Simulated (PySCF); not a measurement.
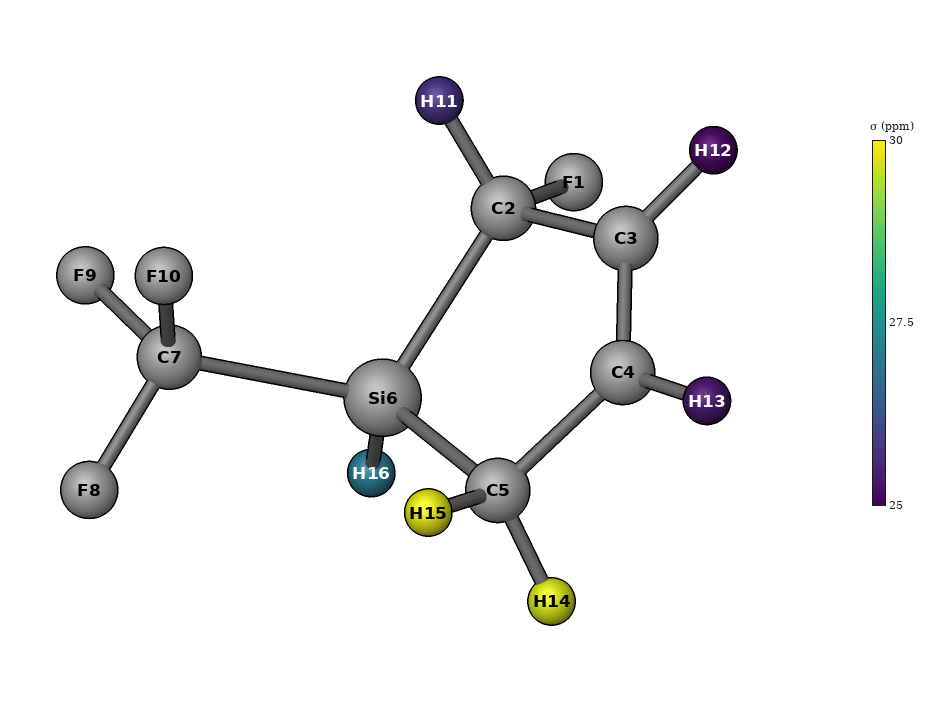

Atoms are coloured by their isotropic NMR shieldings (H only, the others grey). The computed structure is the end point of a GFN2-xTB optimisation. No frequency run is at hand to confirm it as a minimum. Level of theory: GIAO PBE0/pcSseg-1 NMR shielding, non-relativistic, gas phase (PySCF 2.14.0).

**Which H atom is the most shielded (lowest chemical shift)?**

H15 (29.77 ppm).

**Which H atom is the least shielded (highest chemical shift)?**

H12 (25.15 ppm).

**How wide is the range of H shifts?**

4.62 ppm.

List the isotropic NMR shieldings of the H atoms.

```tsv
atom	σ (ppm)
H11	25.75
H12	25.15
H13	25.33
H14	29.68
H15	29.77
H16	26.97
```

The geometry is semi-empirical. Around Si such bond lengths and angles can be off by a tenth of an ångström or more and by several degrees, and values that hang on the shape move with them.
